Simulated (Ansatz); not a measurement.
Base system: GaAs in the zinc blende structure (space group F-43m, No. 216; a = 5.666 Å). Axes: x, y, z lie along the cube axes.

One thing is altered: tensile biaxial strain of 2.07 % in the plane normal to [110], as in epitaxy on a mismatched substrate; the out-of-plane cell vector and the atoms relax.

Method: Ansatz (a quantum-chemistry and plane-wave program), r2SCAN, PAW, cutoff 500 eV, no SOC, earlier PAW set.

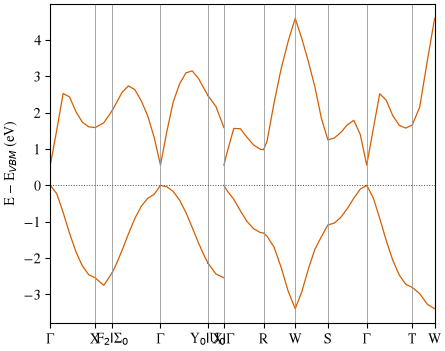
Figure. Highest valence and lowest conduction band along the path of the changed cell's own zone

Q: From the figure, how large is the changed gap, and is it direct?

A: About 0.6 eV, direct at Γ.

A biaxial case was relaxed in a doubled cell and then solved in the primitive one. Stability against distortions was not tested. k-point labels follow each cell's own Brillouin zone.
